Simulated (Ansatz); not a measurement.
Nudged elastic band of C$_{3}$H$_{7}$GeN (part 2 of 2)

C$_{3}$H$_{7}$GeN; RKS PBE0-D4/def2-SVP (Ansatz 0.2.0). It belongs to a series of runs on one base structure; here: band between the two ends.

Geometry of the input (Å):
```
C  -1.2554  -0.3789  0.6837
C  -0.3389  0.0961  -0.4480
Ge 1.5582  -0.4189  -0.1334
C  -0.4042  1.5319  -0.6529
N  -0.4323  2.6824  -0.7914
H  -2.3047  -0.1160  0.4823
H  -1.1925  -1.4715  0.7939
H  -0.9728  0.0777  1.6439
H  -0.6273  -0.3875  -1.3971
H  2.4184  0.0448  -1.3173
H  1.5999  -1.9521  -0.0034
H  2.0285  0.2370  1.1738
```

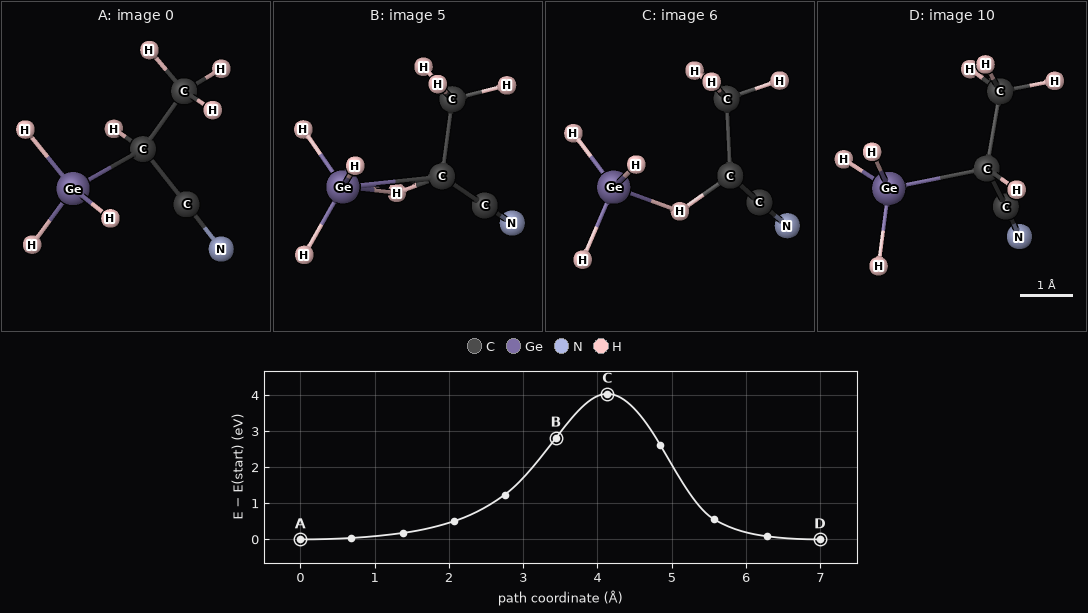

Fig. 1: Images of the last band (counted from 0; ball-and-stick, seen at a tilt) above the energy along the path; the line is a cubic interpolation that uses the forces. The highest image is number 6, 4.040 eV above the start and 4.040 eV above the end (the climbing image); start and end have the same energy. The path is 7.00 Å long. The band converged in 22 iterations.

```
Total energy: -61205.47309653 eV, -2249.2596497379 hartree
Atom 0 at    -1.065352    -0.258804     0.792687 Å, force     0.009732    -0.013682    -0.001715 eV/Å
Atom 1 at    -0.352547     0.788626    -0.026523 Å, force    -0.037544     0.028655     0.022351 eV/Å
Atom 2 at     1.656911    -0.560651    -0.074439 Å, force     0.000889     0.007099    -0.011476 eV/Å
Atom 3 at    -1.056417     1.360186    -1.107121 Å, force    -0.013971     0.004476     0.007403 eV/Å
Atom 4 at    -1.648077     1.908535    -1.955010 Å, force     0.010078    -0.003785    -0.010699 eV/Å
Atom 5 at    -1.998667     0.221684     1.124994 Å, force    -0.001008     0.002311    -0.000549 eV/Å
Atom 6 at    -1.361085    -1.192694     0.274605 Å, force    -0.001008     0.001830     0.001246 eV/Å
Atom 7 at    -0.523274    -0.528346     1.714989 Å, force     0.001054     0.002714    -0.001482 eV/Å
Atom 8 at     0.600180     0.534966    -0.722217 Å, force     0.032419    -0.022007    -0.002496 eV/Å
Atom 9 at     2.802330    -0.044900    -0.957438 Å, force    -0.000846    -0.001653     0.000737 eV/Å
Atom 10 at     1.154281    -1.960970    -0.443743 Å, force     0.001348    -0.004049    -0.000982 eV/Å
Atom 11 at     1.868617    -0.322832     1.413217 Å, force    -0.001143    -0.001909    -0.002337 eV/Å
Dipole moment:     0.999987    -1.016895     0.554966 e Å
this run last wrote the band of iteration 22 to [file]
```

### The last band as extended XYZ (Å, eV, eV/Å)
```
12
Properties=species:S:1:pos:R:3:forces:R:3 image=0 energy=-61209.51282
C    -1.2554   -0.3789    0.6837    0.0035   0.0006  -0.0014
C    -0.3389    0.0961   -0.4480   -0.0037   0.0008  -0.0034
Ge    1.5582   -0.4189   -0.1334    0.0032   0.0029   0.0010
C    -0.4042    1.5319   -0.6529    0.0019  -0.0020   0.0005
N    -0.4323    2.6824   -0.7914   -0.0019  -0.0003  -0.0008
H    -2.3047   -0.1160    0.4823   -0.0021  -0.0006  -0.0005
H    -1.1925   -1.4715    0.7939   -0.0009  -0.0004   0.0001
H    -0.9728    0.0777    1.6439    0.0013  -0.0001   0.0003
H    -0.6273   -0.3875   -1.3971   -0.0007   0.0015   0.0030
H     2.4184    0.0448   -1.3173    0.0000  -0.0009  -0.0002
H     1.5999   -1.9521   -0.0034   -0.0014  -0.0003  -0.0002
H     2.0285    0.2370    1.1738    0.0008  -0.0014   0.0017
12
Properties=species:S:1:pos:R:3:forces:R:3 image=1 energy=-61209.47291
C    -1.2213   -0.3461    0.7206   -0.0092  -0.0039  -0.0024
C    -0.3316    0.0851   -0.4538   -0.0034  -0.0100   0.0004
Ge    1.5675   -0.4075   -0.1117   -0.0037  -0.0051  -0.0105
C    -0.4589    1.4968   -0.7661    0.0090  -0.0010   0.0186
N    -0.5814    2.6210   -1.0204    0.0574   0.0123   0.0375
H    -2.2095    0.1337    0.6720   -0.0312  -0.0379  -0.0371
H    -1.3694   -1.4351    0.7020    0.0336  -0.0176   0.0290
H    -0.7710   -0.0829    1.6896   -0.0272   0.0486   0.0002
H    -0.6204   -0.4639   -1.3660   -0.0173   0.0006  -0.0055
H     2.4988    0.2210   -1.1569   -0.0209  -0.0011  -0.0220
H     1.6391   -1.9433   -0.1795    0.0153  -0.0063   0.0088
H     1.9350    0.0662    1.3043   -0.0025   0.0213  -0.0169
12
Properties=species:S:1:pos:R:3:forces:R:3 image=2 energy=-61209.33450
C    -1.1754   -0.3263    0.7378   -0.0244  -0.0155  -0.0038
C    -0.2947    0.1341   -0.4421   -0.0211  -0.0600  -0.0221
Ge    1.5928   -0.3796   -0.0736   -0.0102  -0.0045  -0.0241
C    -0.5568    1.5015   -0.8495    0.0372  -0.0218   0.0268
N    -0.8602    2.5566   -1.2215    0.1588   0.0576   0.0933
H    -2.0425    0.3336    0.8772   -0.0436  -0.0239  -0.0543
H    -1.5475   -1.3421    0.5499    0.0019  -0.0421   0.0552
H    -0.6221   -0.3442    1.6893   -0.0302   0.0584   0.0067
H    -0.5291   -0.4666   -1.3359   -0.0778  -0.0485  -0.0242
H     2.6077    0.2312   -1.0485   -0.0482   0.0422  -0.0377
H     1.5563   -1.9102   -0.2342    0.0855  -0.0231   0.0204
H     1.9484   -0.0433    1.3850   -0.0278   0.0814  -0.0362
12
Properties=species:S:1:pos:R:3:forces:R:3 image=3 energy=-61209.00967
C    -1.1177   -0.2939    0.7483   -0.0427  -0.0376  -0.0186
C    -0.2291    0.2649   -0.3853   -0.0643  -0.1979  -0.1196
Ge    1.6224   -0.3594   -0.0165   -0.0087   0.0206  -0.0384
C    -0.6787    1.5437   -0.9004    0.1175  -0.0407   0.0256
N    -1.2072    2.4261   -1.4366    0.2571   0.2186   0.2127
H    -1.9407    0.3858    1.0055   -0.0123   0.0292  -0.0757
H    -1.5519   -1.2476    0.4240   -0.0901  -0.0693   0.1045
H    -0.5533   -0.4829    1.6750   -0.0245   0.0450  -0.0115
H    -0.3527   -0.3568   -1.2830   -0.2736  -0.2402  -0.1018
H     2.7163    0.1350   -0.9703   -0.0327   0.1351  -0.0121
H     1.3571   -1.8545   -0.2911    0.1913  -0.0411   0.0734
H     2.0124   -0.2156    1.4645   -0.0171   0.1783  -0.0384
12
Properties=species:S:1:pos:R:3:forces:R:3 image=4 energy=-61208.26739
C    -1.0732   -0.2589    0.7650   -0.0391  -0.0470  -0.0456
C    -0.1686    0.4519   -0.2638    0.0449  -0.4900  -0.3751
Ge    1.6344   -0.3696    0.0243    0.0143   0.2212   0.0811
C    -0.7991    1.5736   -0.9316    0.3011   0.1289   0.1237
N    -1.4621    2.2052   -1.6474    0.2583   0.3818   0.3639
H    -1.9317    0.3515    1.0763    0.0366   0.1056  -0.1363
H    -1.4606   -1.1870    0.3257   -0.1222  -0.0801   0.0994
H    -0.5302   -0.5251    1.6871   -0.0235   0.0294  -0.0452
H    -0.0889   -0.1299   -1.1862   -0.8404  -0.7745  -0.4094
H     2.7485    0.0139   -0.9589   -0.0074   0.2258   0.0674
H     1.1793   -1.8088   -0.3598    0.2166   0.1535   0.1856
H     2.0293   -0.3720    1.5032    0.1608   0.1454   0.0905
12
Properties=species:S:1:pos:R:3:forces:R:3 image=5 energy=-61206.69126
C    -1.0549   -0.2405    0.7890    0.0290  -0.0329  -0.0876
C    -0.1916    0.6517   -0.1115    0.5531  -0.6159  -0.3772
Ge    1.6294   -0.4517   -0.0047   -0.0429   0.6368   0.4300
C    -0.9351    1.5114   -0.9944    0.4270   0.4921   0.3481
N    -1.5865    2.0131   -1.8217    0.1624   0.1875   0.3741
H    -1.9497    0.3021    1.1300    0.0796   0.1085  -0.1431
H    -1.4009   -1.1610    0.2928   -0.0447  -0.0336  -0.0125
H    -0.5168   -0.5274    1.7096   -0.0464  -0.0264  -0.0571
H     0.2634    0.1913   -1.0148   -1.3939  -1.3539  -1.1653
H     2.7518   -0.0689   -0.9861   -0.1220   0.2224   0.1017
H     1.1034   -1.8695   -0.4232    0.0712   0.5020   0.2060
H     1.9643   -0.4057    1.4690    0.3276  -0.0866   0.3828
12
Properties=species:S:1:pos:R:3:forces:R:3 image=6 energy=-61205.47307
C    -1.0654   -0.2588    0.7927    0.0097  -0.0137  -0.0017
C    -0.3525    0.7886   -0.0265   -0.0375   0.0287   0.0224
Ge    1.6569   -0.5607   -0.0744    0.0009   0.0071  -0.0115
C    -1.0564    1.3602   -1.1071   -0.0140   0.0045   0.0074
N    -1.6481    1.9085   -1.9550    0.0101  -0.0038  -0.0107
H    -1.9987    0.2217    1.1250   -0.0010   0.0023  -0.0005
H    -1.3611   -1.1927    0.2746   -0.0010   0.0018   0.0012
H    -0.5233   -0.5283    1.7150    0.0011   0.0027  -0.0015
H     0.6002    0.5350   -0.7222    0.0324  -0.0220  -0.0025
H     2.8023   -0.0449   -0.9574   -0.0008  -0.0017   0.0007
H     1.1543   -1.9610   -0.4437    0.0013  -0.0040  -0.0010
H     1.8686   -0.3228    1.4132   -0.0011  -0.0019  -0.0023
12
Properties=species:S:1:pos:R:3:forces:R:3 image=7 energy=-61206.90028
C    -1.0895   -0.2725    0.7741   -0.0313   0.0785   0.1323
C    -0.3077    0.5492   -0.2272    0.3904  -1.2639  -1.0264
Ge    1.5877   -0.5771   -0.0930   -0.4897  -0.3779  -0.4568
C    -1.0390    1.2083   -1.2501    0.0832  -0.6170  -0.5487
N    -1.6397    1.8410   -2.0214   -0.0333  -0.0548   0.0028
H    -2.0413    0.1999    1.0557    0.0238   0.2084   0.0321
H    -1.3477   -1.2265    0.2759   -0.0821   0.0423   0.2590
H    -0.5525   -0.5195    1.7000    0.1010   0.1097   0.0156
H     0.6554    1.0176   -0.3317    0.2522   2.5983   2.0615
H     2.7843    0.0271   -0.8679   -0.2882  -0.0673  -0.0844
H     1.2616   -2.0229   -0.3972    0.1773  -0.5429  -0.0253
H     1.8054   -0.2799    1.4168   -0.1034  -0.1134  -0.3617
12
Properties=species:S:1:pos:R:3:forces:R:3 image=8 energy=-61208.94745
C    -1.1140   -0.2978    0.6975    0.0028   0.0406  -0.0237
C    -0.1728    0.4801   -0.2361    0.2972  -0.1464  -0.0189
Ge    1.5542   -0.5342   -0.1104   -0.1044   0.0007  -0.1785
C    -0.8818    1.0821   -1.3510    0.2460  -0.2190  -0.1276
N    -1.5171    1.6975   -2.1029    0.1526  -0.2901  -0.0774
H    -2.0634    0.2109    0.9203    0.0718   0.1830  -0.0674
H    -1.3625   -1.2559    0.2125   -0.0775   0.0273   0.0581
H    -0.6231   -0.5374    1.6526    0.0025   0.0616  -0.0139
H     0.3600    1.3436    0.1709   -0.5762   0.6186   0.9136
H     2.7605    0.1088   -0.8146   -0.1353  -0.0330  -0.1865
H     1.3703   -2.0231   -0.4178    0.0619  -0.0952  -0.0974
H     1.7667   -0.3299    1.4130    0.0586  -0.1482  -0.1805
12
Properties=species:S:1:pos:R:3:forces:R:3 image=9 energy=-61209.42561
C    -1.1700   -0.3243    0.6972   -0.0176   0.0061   0.0168
C    -0.1654    0.5313   -0.0836    0.0090   0.0193   0.0611
Ge    1.5686   -0.4425   -0.0955    0.0002   0.0216  -0.0128
C    -0.7209    1.0107   -1.3356    0.0517  -0.0295   0.0157
N    -1.2367    1.4415   -2.2800    0.1151  -0.1099  -0.0724
H    -2.1176    0.2079    0.8634   -0.0095   0.0275   0.0017
H    -1.3937   -1.2561    0.1561   -0.0241   0.0155   0.0041
H    -0.7504   -0.5959    1.6772   -0.0386  -0.0049   0.0231
H     0.0934    1.4391    0.4866   -0.0964   0.0388   0.1175
H     2.6727    0.2660   -0.8902   -0.0449   0.0316  -0.0685
H     1.3722   -1.8930   -0.5653   -0.0250   0.0363  -0.0624
H     1.9247   -0.4397    1.4037    0.0800  -0.0525  -0.0239
12
Properties=species:S:1:pos:R:3:forces:R:3 image=10 energy=-61209.51274
C    -1.2328   -0.3138    0.7529   -0.0058   0.0027   0.0002
C    -0.1916    0.5378    0.0201    0.0086  -0.0040   0.0063
Ge    1.5694   -0.3850   -0.0968    0.0007   0.0051  -0.0019
C    -0.6152    0.9083   -1.3181    0.0046  -0.0032  -0.0043
N    -0.9399    1.1731   -2.3989   -0.0026   0.0012   0.0057
H    -2.1889    0.2226    0.8487    0.0014  -0.0023  -0.0020
H    -1.4269   -1.2544    0.2165    0.0010  -0.0004   0.0016
H    -0.8800   -0.5643    1.7643    0.0005   0.0025  -0.0014
H    -0.0040    1.4706    0.5790   -0.0008  -0.0016  -0.0025
H     2.5757    0.5189   -0.8230   -0.0025  -0.0023   0.0011
H     1.3752   -1.7075   -0.8549    0.0010   0.0041   0.0037
H     2.0360   -0.6615    1.3442   -0.0059  -0.0018  -0.0065
```
